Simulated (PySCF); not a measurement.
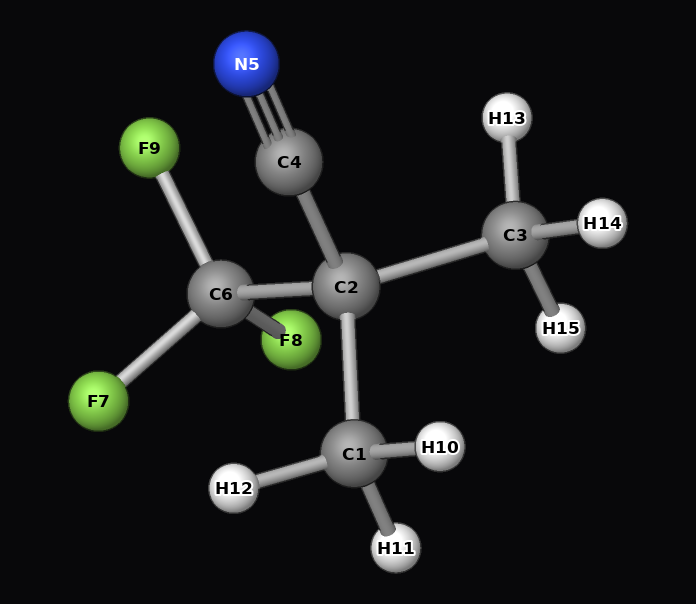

The questions are on isotropic NMR shieldings of the F atoms. Geometry: an image of a reaction path computed with GFN2-xTB, not a minimum. Level of theory: GIAO PBE0/pcSseg-1 NMR shielding, non-relativistic, gas phase (PySCF 2.14.0).

Give the isotropic NMR shieldings of the F atoms atom by atom.

```
atom  σ (ppm)
  F7    255.3
  F8    260.5
  F9    248.7
```
